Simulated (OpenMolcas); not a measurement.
## Multiconfigurational calculation, with input and output: Tm³⁺ complex

- system: Tm³⁺ with 6 ligands (F; octahedron, 2.178 Å), embedded in Cs2NaYF6 by model potentials and point charges, whose field is part of the energies.
- method: state-averaged CASSCF, active space 12 electrons in the shell 4f, basis ANO-RCC-VDZP on the metal and ANO-RCC-VDZP on the ligands, DKH2 scalar Hamiltonian, spin-orbit coupling by RASSI with atomic mean-field integrals (OpenMolcas)

**The input**
```
&GATEWAY
Basis set
Tm.ANO-RCC-VDZP.
Tm1 0.0 0.0 0.0 Angstrom
End of basis
Basis set
F.ANO-RCC-VDZP.
L1 2.178000 0.000000 0.000000 Angstrom
L2 0.000000 2.178000 0.000000 Angstrom
L3 0.000000 0.000000 2.178000 Angstrom
End of basis
Basis set
Cs.EMB-AIMP.Ruiperez.0s.0s.ECP.Cs2NaYF6.
PseudoCharge
* 16 symmetry-unique lattice sites within 7.6 angstrom
End of basis
Basis set
Na.EMB-AIMP.Ruiperez.0s.0s.ECP.Cs2NaYF6.
PseudoCharge
* 3 symmetry-unique lattice sites within 7.6 angstrom
End of basis
Basis set
F.EMB-AIMP.Ruiperez.0s.0s.ECP.Cs2NaYF6.
PseudoCharge
* 27 symmetry-unique lattice sites within 7.6 angstrom
End of basis
Basis set
Y.EMB-AIMP.Ruiperez.0s.0s.ECP.Cs2NaYF6.
PseudoCharge
* 6 symmetry-unique lattice sites within 7.6 angstrom
End of basis
Symmetry
XYZ
AngMom=0.0 0.0 0.0
AMFI
RICD
XField
1537 Angstrom 0
* Evjen-weighted lattice charges
&SEWARD
&RASSCF
FileOrb=start.orb
Symmetry=1
Spin=3
nActEl=12 0 0
Inactive=30 27
Ras2=0 7
CIRoot=21 21 1
SDav=21
CIMx=300
Iter=150 100
PrWF=0.3
OrbListing=Nothing
MaxOrb=0
LevShft=1.0
>>> COPY $Project.JobIph JOB001
&RASSCF
FileOrb=start.orb
Symmetry=1
Spin=1
nActEl=12 0 0
Inactive=30 27
Ras2=0 7
CIRoot=28 28 1
SDav=28
CIMx=300
Iter=150 100
PrWF=0.3
OrbListing=Nothing
MaxOrb=0
CIOnly
LevShft=1.0
>>> COPY $Project.JobIph JOB002
&RASSI
NrOfJobIphs=2 21 27
1 2 3 4 5 6 7 8 9 10 11 12 13 14 15 16 17 18 19 20 21
1 2 3 4 5 6 7 8 9 10 11 12 13 14 15 16 17 18 19 20 21 22 23 24 25 26 27
IphNames
JOB001
JOB002
EJob
SpinOrbit
DIPRint=1.0
SOCoupling=1000.0
Subsets=2
Property=9
'ANGMOM' 1 'ANGMOM' 2 'ANGMOM' 3 'MLTPL  1' 1 'MLTPL  1' 2 'MLTPL  1' 3
'AMFI' 1 'AMFI' 2 'AMFI' 3
SOProperty=3
'ANGMOM' 1 'ANGMOM' 2 'ANGMOM' 3
```

The file start.orb holds starting orbitals from an earlier step. A driver script formed the levels outside the program, from RASSI's spin-orbit matrix and the active-space energies, averaged over the components of each term or state.

Hardware: 1 thread of Arm Neoverse V1, 24 GiB of memory available, shared host.

Run as:
```bash
OMP_NUM_THREADS=1 MOLCAS_MEM=2457 MOLCAS_PROJECT=a pymolcas a.inp > a.log  # once for each step of the input, in one work folder
```

**Output (extracts)**
```
--- SEWARD ---
Basis set label: TM.ANO-RCC...7S6P4D2F1G.

      Electronic valence basis set:
      ------------------
      Associated Effective Charge  69.000000 au
      Associated Actual Charge     69.000000 au
      Nuclear Model: Point charge

      Shell  nPrim  nBasis  Cartesian Spherical Contaminant
         s      25       7        X
         p      22       6        X
         d      15       4                 X
         f      11       2                 X
         g       4       1                 X
                  Relativistic Douglas-Kroll-Hess integrals:
                    - DKH order of Hamiltonian: 2
                    - DKH order of Properties : 0
                  Atomic mean-field integrals
--- RASSCF ---
Wave function specifications:
      -----------------------------

      Number of closed shell electrons         114
      Number of electrons in active shells      12
      Max number of holes in RAS1 space          0
      Max nr of electrons in RAS3 space          0
      Number of inactive orbitals               57
      Number of active orbitals                  7
      Number of secondary orbitals              88
      Spin quantum number                      1.0
      State symmetry                             1
Orbital specifications:
      -----------------------

      Symmetry species                           1   2
                                                ag  au
      Frozen orbitals                            0   0
      Inactive orbitals                         30  27
      Active orbitals                            0   7
      RAS1 orbitals                              0   0
      RAS2 orbitals                              0   7
      RAS3 orbitals                              0   0
      Secondary orbitals                        48  40
      Deleted orbitals                           0   0
      Number of basis functions                 78  74
      Number of CSFs                            21
      Number of root(s) required                21
      Iter CI   SX   CI       RASSCF       Energy    max ROT     max BLB   max BLB  Level Ln srch  Step   QN
          iter iter root      energy       change     param      element    value   shift minimum  type update
 Nr of preliminary CI iterations:   1
      Total energies have been shifted. Add               -14000.00 au
        1   1    9    0  -152.53708331    0.00E+00   4.51E-02   31  38 2  4.01E-01*  1.70   0.00    SX    NO
        2   1    9    0  -153.21736437   -6.80E-01* -4.22E-02   30  33 1  1.78E-01*  1.10   0.00    SX    NO
        3   1    9    0  -153.34278447   -1.25E-01* -2.43E-02   31  38 2  1.08E-01*  1.20   0.00    SX    NO
        4   1    9    0  -153.36858125   -2.58E-02*  1.49E-02   29  36 2 -8.18E-02*  1.03   0.00    SX    NO
        5   1    9    0  -153.37864469   -1.01E-02* -1.13E-02   31  38 2  6.06E-02*  1.12   0.80    QN   YES
        6   1    8    0  -153.38445834   -5.81E-03* -7.24E-03   30  33 1  2.06E-02*  1.07   1.66    LS   YES
        7   1    8    0  -153.38556435   -1.11E-03*  4.22E-03   31  38 2 -1.12E-02*  1.05   1.04    QN   YES
        8   1    7    0  -153.38593794   -3.74E-04*  1.07E-03   11  43 2 -3.45E-03*  1.05   1.29    QN   YES
        9   1    7    0  -153.38597498   -3.70E-05* -2.00E-04   12  44 2 -7.32E-04*  1.05   1.17    QN   YES
       10   1    6    0  -153.38597781   -2.84E-06* -5.09E-05   29  36 2  2.34E-04*  1.05   1.25    QN   YES
       11   1    5    0  -153.38597813   -3.15E-07* -2.61E-05   15  45 2 -7.42E-05   1.05   1.25    QN   YES
       12   1    5    0  -153.38597818   -5.24E-08* -1.69E-05   18  51 1 -3.52E-05   1.05   1.51    QN   YES
       13   1    5    0  -153.38597820   -1.63E-08* -5.48E-06   29  36 2 -1.69E-05   1.05   1.25    QN   YES
       14   1    4    0  -153.38597820   -2.06E-09   2.58E-06   25  32 1  5.78E-06   1.05   1.34    QN   YES
      Convergence after 14 iterations
       15   1    4    0  -153.38597820   -3.07E-10   2.58E-06   25  32 1  2.83E-06   1.05   1.34    QN   YES
      Natural orbitals and occupation numbers for root  1
      sym 2:   1.320579   1.956679   1.722742   1.320579   2.000000   1.722742   1.956679
      Natural orbitals and occupation numbers for root  2
      sym 2:   1.320480   1.956557   1.722963   1.320480   2.000000   1.722963   1.956557
      Natural orbitals and occupation numbers for root  3
      sym 2:   1.303299   1.949099   1.747602   2.000000   1.303299   1.949099   1.747602
::    RASSCF root number  1 Total energy: -14153.42333980
::    RASSCF root number  2 Total energy: -14153.42333980
::    RASSCF root number  3 Total energy: -14153.42333980
::    RASSCF root number  4 Total energy: -14153.42270822
::    RASSCF root number  5 Total energy: -14153.42270822
::    RASSCF root number  6 Total energy: -14153.42190130
::    RASSCF root number  7 Total energy: -14153.42190130
::    RASSCF root number  8 Total energy: -14153.42190130
::    RASSCF root number  9 Total energy: -14153.42051569
::    RASSCF root number 10 Total energy: -14153.42051569
::    RASSCF root number 11 Total energy: -14153.42051569
::    RASSCF root number 12 Total energy: -14153.38630906
::    RASSCF root number 13 Total energy: -14153.38618819
::    RASSCF root number 14 Total energy: -14153.38618819
::    RASSCF root number 15 Total energy: -14153.38618819
::    RASSCF root number 16 Total energy: -14153.38551566
::    RASSCF root number 17 Total energy: -14153.38551566
::    RASSCF root number 18 Total energy: -14153.38551566
::    RASSCF root number 19 Total energy: -14153.25381160
::    RASSCF root number 20 Total energy: -14153.25381160
::    RASSCF root number 21 Total energy: -14153.25381160
--- RASSCF ---
Wave function specifications:
      -----------------------------

      Number of closed shell electrons         114
      Number of electrons in active shells      12
      Max number of holes in RAS1 space          0
      Max nr of electrons in RAS3 space          0
      Number of inactive orbitals               57
      Number of active orbitals                  7
      Number of secondary orbitals              88
      Spin quantum number                      0.0
      State symmetry                             1
Orbital specifications:
      -----------------------

      Symmetry species                           1   2
                                                ag  au
      Frozen orbitals                            0   0
      Inactive orbitals                         30  27
      Active orbitals                            0   7
      RAS1 orbitals                              0   0
      RAS2 orbitals                              0   7
      RAS3 orbitals                              0   0
      Secondary orbitals                        48  40
      Deleted orbitals                           0   0
      Number of basis functions                 78  74
      Number of CSFs                            28
      Number of root(s) required                28
      Iter CI   SX   CI       RASSCF       Energy    max ROT     max BLB   max BLB  Level Ln srch  Step   QN
          iter iter root      energy       change     param      element    value   shift minimum  type update
 Nr of preliminary CI iterations:   1
        1   1    0    0-14153.30133927    0.00E+00   0.00E+00   33  40 2 -7.98E-03*  0.00   0.00    SX    NO
      Natural orbitals and occupation numbers for root  1
      sym 2:   1.265574   1.991954   1.855985   1.171645   1.734299   1.982020   1.998524
      Natural orbitals and occupation numbers for root  2
      sym 2:   1.337358   1.893641   1.652288   1.995884   1.146967   1.994404   1.979457
      Natural orbitals and occupation numbers for root  3
      sym 2:   1.974466   1.993585   1.996695   1.151578   1.303700   1.690516   1.889460
::    RASSCF root number  1 Total energy: -14153.38347279
::    RASSCF root number  2 Total energy: -14153.38347279
::    RASSCF root number  3 Total energy: -14153.38347279
::    RASSCF root number  4 Total energy: -14153.38015584
::    RASSCF root number  5 Total energy: -14153.38015584
::    RASSCF root number  6 Total energy: -14153.37989701
::    RASSCF root number  7 Total energy: -14153.37989701
::    RASSCF root number  8 Total energy: -14153.37989701
::    RASSCF root number  9 Total energy: -14153.37953173
::    RASSCF root number 10 Total energy: -14153.29633527
::    RASSCF root number 11 Total energy: -14153.29633527
::    RASSCF root number 12 Total energy: -14153.29420690
::    RASSCF root number 13 Total energy: -14153.29420690
::    RASSCF root number 14 Total energy: -14153.29420690
::    RASSCF root number 15 Total energy: -14153.26954781
::    RASSCF root number 16 Total energy: -14153.26954781
::    RASSCF root number 17 Total energy: -14153.26938521
::    RASSCF root number 18 Total energy: -14153.26938521
::    RASSCF root number 19 Total energy: -14153.26938521
::    RASSCF root number 20 Total energy: -14153.26877096
::    RASSCF root number 21 Total energy: -14153.26730685
::    RASSCF root number 22 Total energy: -14153.26730685
::    RASSCF root number 23 Total energy: -14153.26730685
::    RASSCF root number 24 Total energy: -14153.26682972
::    RASSCF root number 25 Total energy: -14153.26682972
::    RASSCF root number 26 Total energy: -14153.26682972
::    RASSCF root number 27 Total energy: -14153.26641812
::    RASSCF root number 28 Total energy: -14153.04740466
--- RASSI ---
SPIN-FREE ENERGIES:
  (Shifted by EMIN (a.u.) =     -14153.4233397969)

 SF State       Relative EMIN(au)   Rel lowest level(eV)    D:o, cm**(-1)

     1             0.0000000000        0.0000000000              0.0000
     2             0.0000000000        0.0000000000              0.0000
     3             0.0000000000        0.0000000000              0.0000
     4             0.0006315790        0.0171861400            138.6156
     5             0.0006315790        0.0171861400            138.6156
     6             0.0014384974        0.0391435072            315.7137
     7             0.0014384974        0.0391435072            315.7137
     8             0.0014384974        0.0391435072            315.7137
     9             0.0028241104        0.0768479595            619.8206
    10             0.0028241104        0.0768479595            619.8206
    11             0.0028241104        0.0768479595            619.8206
    12             0.0370307367        1.0076576797           8127.3073
    13             0.0371516109        1.0109468327           8153.8361
    14             0.0371516109        1.0109468327           8153.8361
    15             0.0371516109        1.0109468327           8153.8361
    16             0.0378241370        1.0292472020           8301.4385
    17             0.0378241370        1.0292472020           8301.4385
    18             0.0378241370        1.0292472020           8301.4385
    22             0.0398669848        1.0848359228           8749.7918
    23             0.0398669848        1.0848359228           8749.7918
    24             0.0398669848        1.0848359228           8749.7918
    25             0.0431839343        1.1750947163           9477.7781
    26             0.0431839343        1.1750947163           9477.7781
    27             0.0434427642        1.1821378375           9534.5847
    28             0.0434427642        1.1821378375           9534.5847
    29             0.0434427642        1.1821378375           9534.5847
    30             0.0438080442        1.1920776110           9614.7543
    31             0.1270044998        3.4559684990          27874.2658
    32             0.1270044998        3.4559684990          27874.2658
    33             0.1291328717        3.5138844481          28341.3894
    34             0.1291328717        3.5138844481          28341.3894
    35             0.1291328717        3.5138844481          28341.3894
    36             0.1537919585        4.1848923835          33753.4334
    37             0.1537919585        4.1848923835          33753.4334
    38             0.1539545639        4.1893171026          33789.1212
    39             0.1539545639        4.1893171026          33789.1212
    40             0.1539545639        4.1893171026          33789.1212
    41             0.1545688157        4.2060317459          33923.9338
    42             0.1560329191        4.2458720297          34245.2674
    43             0.1560329191        4.2458720297          34245.2674
Eigenvalues of complex Hamiltonian:
   -----------------------------------
  (Shifted by EMIN (a.u.) =     -14153.4233397969)

 SO State       Relative EMIN(au)   Rel lowest level(eV)    D:o, cm**(-1)

     1            -0.0318634462        0.0000000000              0.0000
     2            -0.0315173992        0.0094164188             75.9485
     3            -0.0315173992        0.0094164188             75.9485
     4            -0.0315173992        0.0094164190             75.9485
     5            -0.0311229762        0.0201492153            162.5144
     6            -0.0311229762        0.0201492148            162.5144
     7            -0.0311229762        0.0201492154            162.5144
     8            -0.0304237300        0.0391766732            315.9812
     9            -0.0296189256        0.0610765174            492.6153
    10            -0.0296189255        0.0610765198            492.6154
    11            -0.0296189256        0.0610765179            492.6153
    12            -0.0294724026        0.0650636101            524.7734
    13            -0.0294724027        0.0650636082            524.7734
    14            -0.0013530856        0.8302292071           6696.2501
    15            -0.0013530856        0.8302292070           6696.2501
    16            -0.0013530856        0.8302292072           6696.2501
    17             0.0003837220        0.8774901504           7077.4354
    18             0.0003837220        0.8774901503           7077.4354
    19             0.0006327932        0.8842677227           7132.1002
    20             0.0006327932        0.8842677228           7132.1002
    21             0.0006327932        0.8842677229           7132.1002
    22             0.0010270032        0.8949947237           7218.6193
    23             0.0067061505        1.0495321938           8465.0480
    24             0.0067061505        1.0495321937           8465.0480
    25             0.0067061505        1.0495321938           8465.0480
    26             0.0068862007        1.0544316083           8504.5645
    27             0.0068862006        1.0544316073           8504.5645
    28             0.0077093520        1.0768306979           8685.2253
    29             0.0077093521        1.0768306994           8685.2253
    30             0.0077093521        1.0768306990           8685.2253
    31             0.0082885208        1.0925906840           8812.3382
    32             0.0082885209        1.0925906859           8812.3382
    33             0.0082885209        1.0925906866           8812.3382
    34             0.0296210190        1.6730775302          13494.2803
    35             0.0296210190        1.6730775303          13494.2803
    36             0.0296210190        1.6730775300          13494.2803
    37             0.0297017228        1.6752735925          13511.9928
    38             0.0297017228        1.6752735928          13511.9928
    39             0.0303015256        1.6915950585          13643.6343
    40             0.0303015256        1.6915950597          13643.6343
    41             0.0303015256        1.6915950589          13643.6343
Weights of the five most important spin-orbit-free states for each spin-orbit state.

 SO State  Total energy (au)           Spin-free states, spin, and weights
 -------------------------------------------------------------------------------------------------------
    1        -0.031863       3 1.0  0.3309    1 1.0  0.3309    2 1.0  0.3309   48 0.0  0.0062   30 0.0  0.0005
    2        -0.031517       3 1.0  0.2800    2 1.0  0.2416    4 1.0  0.2142    5 1.0  0.0837    1 1.0  0.0678
    3        -0.031517       3 1.0  0.2851    1 1.0  0.2382    4 1.0  0.2127    5 1.0  0.0853    2 1.0  0.0662
    4        -0.031517       1 1.0  0.2834    2 1.0  0.2817    5 1.0  0.2779    8 1.0  0.0526    7 1.0  0.0478
    5        -0.031123       5 1.0  0.2895    4 1.0  0.1465    6 1.0  0.1372    8 1.0  0.1313    3 1.0  0.1291
    6        -0.031123       4 1.0  0.4295    8 1.0  0.1384    7 1.0  0.1370    2 1.0  0.1292    1 1.0  0.1286
    7        -0.031123       5 1.0  0.3580    6 1.0  0.1382    7 1.0  0.1315    3 1.0  0.1288    4 1.0  0.0780
    8        -0.030424       6 1.0  0.3311    7 1.0  0.3311    8 1.0  0.3311   41 0.0  0.0065   15 1.0  0.0000
    9        -0.029619      10 1.0  0.3164    9 1.0  0.3164    6 1.0  0.1528    7 1.0  0.1517    5 1.0  0.0434
   10        -0.029619      11 1.0  0.3164   10 1.0  0.3163    8 1.0  0.1528    7 1.0  0.1528    4 1.0  0.0522
   11        -0.029619      11 1.0  0.3164    9 1.0  0.3163    6 1.0  0.1528    8 1.0  0.1517    5 1.0  0.0351
   12        -0.029472      11 1.0  0.4052   10 1.0  0.3221    6 1.0  0.1572    7 1.0  0.0538    8 1.0  0.0271
```

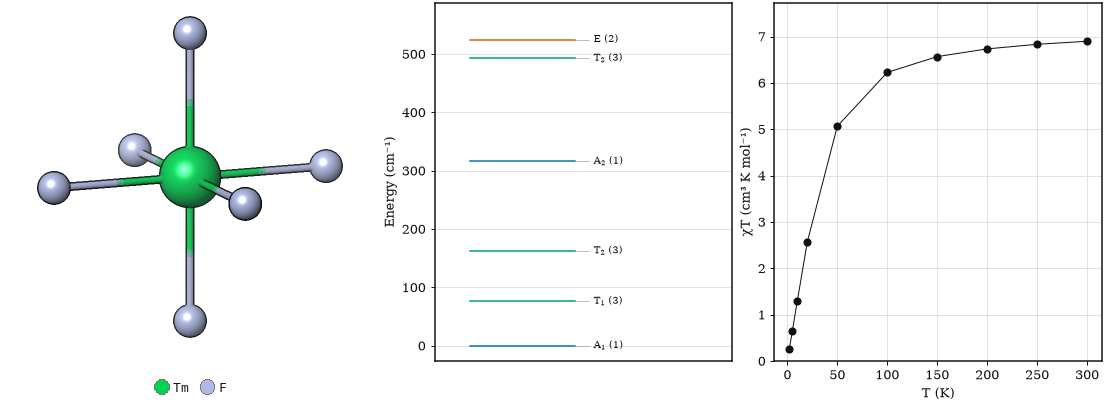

Fig. 1: Tm³⁺ (4f¹²) as a dopant in Cs₂NaYF₆, a cluster with its 6 nearest F⁻ at 2.178 Å (octahedron) embedded in model potentials and point charges; the geometry was set, not optimised, and its levels and susceptibility. Labels give the representation in O, Td, D4 or D3 as the site allows (double group for half-integer spin) where it could be assigned and, in brackets, the degeneracy; spin-free states, where drawn, share the zero of the spin-orbit levels. Powder susceptibility by Van Vleck's formula. The ground level is A₁, non-degenerate, 99 % from states of spin multiplicity 3 (of the 28 states of multiplicity 1, 27 enter the spin-orbit step), effective J = 5.99, with |mJ| = 4 the largest share (87 %). The next level lies at 76 cm⁻¹ (T₁). The lowest J multiplet spreads over 525 cm⁻¹. χT is 0.260 cm³ K mol⁻¹ at 2 K and 6.90 at 300 K, an effective moment of 7.43 μB. The active orbitals hold 100 % metal character (Löwdin), and the Mulliken charge of the metal is +2.40.

**Key numbers**

```
                                 quantity                 value
                                  outcome             converged
      energy of the lowest spin-free term  −14153.42334 hartree
    energy of the lowest spin-orbit level  −14153.45520 hartree
largest spread among components of a term              0.0 cm⁻¹
                                wall time                  24 s
                              peak memory               0.6 GiB
```

**Notes**

Without dynamic correlation the splittings between terms come out too large, often by 20 to 50 %. To bear in mind: the geometry is set by hand, with no relaxation.
